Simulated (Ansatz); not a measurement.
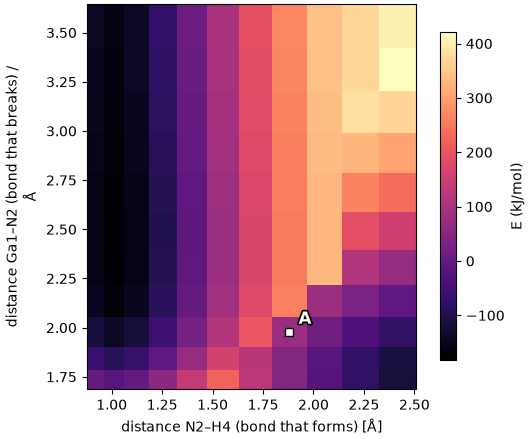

The reacting system CH₅ClGaN (fragments CH₅ClGaN where the first distance is long, ClGa + CH₅N where the second is long). 
- Coordinates scanned: (1) distance N2–H4 (bond that forms); (2) distance Ga1–N2 (bond that breaks).
- Relaxed at each point: all other coordinates.
- The scan uses an 11 × 11 grid.
- Points are written as (first, second).
- Energies: kJ/mol, counted from a guessed transition structure relaxed with its forming and breaking bonds held.
- Energies and slopes of some neighbouring points disagree (a jump in structure or state, or too coarse a mesh). The reference is spin-restricted, so regions where a bond is pulled apart into radicals lie too high.
- Method: RHF/def2-SVP in Ansatz.

The picture shows one coloured cell a grid point, the point A.

**Which way does the force act at A, and how strong is it?**

A, at (1.878 Å, 1.978 Å), is not a stationary point. The computed force is 380 kJ/mol for each Å towards larger values of the first coordinate and 320 kJ/mol for each Å towards smaller values of the second coordinate.
